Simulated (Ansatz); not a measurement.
**Single-point calculation, with input and output: HfBr$_{3}$Cl**

HfBr$_{3}$Cl, multiplicity 3, SMILES [Cl][Hf]([Br])([Br])[Br], set up with UKS PBE1PBE/def2-TZVPP (Ansatz 0.2.0).

The geometry comes from this level: PBE0-D4/def2-TZVP.

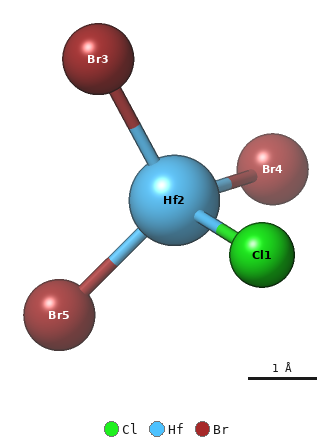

The structure (ball-and-stick view, seen at a tilt; atoms are numbered from 1 in the order of the input). Sticks mark near contacts. Bond lengths as drawn: Br–Hf 2.47 Å and Cl–Hf 2.31 Å.

Input
```yaml
crystal:
  periodic: [false, false, false]
  atoms:
    - {symbol: Cl, position_ang: [-0.685381, -0.259349, 2.214059]}
    - {symbol: Hf, position_ang: [0.001497, -0.017639, 0.018537]}
    - {symbol: Br, position_ang: [2.099322, -1.275287, -0.325569]}
    - {symbol: Br, position_ang: [-1.748181, -0.896670, -1.487208]}
    - {symbol: Br, position_ang: [0.382744, 2.375244, -0.461219]}
basis:
  gaussian: {orbitals: def2-TZVPP}
magnetization: {spin_polarized: true, initial_magnetization: 2}
hamiltonian: {xc: {name: PBE1PBE}}
output: {forces: true}
```

Run as:
```bash
ansatz run in.yaml --threads 4 --pin off --events-out ev --progress --plain --max-ram 11315MiB
```

What the program printed
```
Error: YAML parse error: error: line 12 column 19: hamiltonian.xc: no functional is named "PBE1PBE"; the names, which are not case-sensitive, are SVWN5, SPW92, PBE, PBE0, PBEsol, revPBE, revPBE0, RPBE, rPW86-PBE, HSE06, wPBEh, LC-wPBE, HISS, HF, BLYP, B3LYP, B3LYP5, BHLYP, CAM-B3LYP, r2SCAN, r2SCANh, r2SCAN0, r2SCAN50, m-r2SCAN, B97, wB97, wB97X, wB97X-V, B97M-V, wB97M-V, B2PLYP, B2GP-PLYP, PBE0-DH, PBE-QIDH
  --> <input>:12:19
   |
10 |   gaussian: {orbitals: def2-TZVPP}
11 | magnetization: {spin_polarized: true, initial_magnetization: 2}
12 | hamiltonian: {xc: {name: PBE1PBE}}
   |                   ^ hamiltonian.xc: no functional is named "PBE1PBE"; the names, which are not case-sensitive, are SVWN5, SPW92, PBE, PBE0, PBEsol, revPBE, revPBE0, RPBE, rPW86-PBE, HSE06, wPBEh, LC-wPBE, HISS, HF, BLYP, B3LYP, B3LYP5, BHLYP, CAM-B3LYP, r2SCAN, r2SCANh, r2SCAN0, r2SCAN50, m-r2SCAN, B97, wB97, wB97X, wB97X-V, B97M-V, wB97M-V, B2PLYP, B2GP-PLYP, PBE0-DH, PBE-QIDH
13 | output: {forces: true}
   |
```

What the run reported

| quantity | value |
| --- | --- |
| outcome | refused by the program |
| hardware | 4 threads of Arm Neoverse V1, 23 GiB of memory available, shared host |

The input was spoiled on purpose: method. The program refused the input: “YAML parse error: error: line 12 column 19: hamiltonian.xc: no functional is named "PBE1PBE" …”
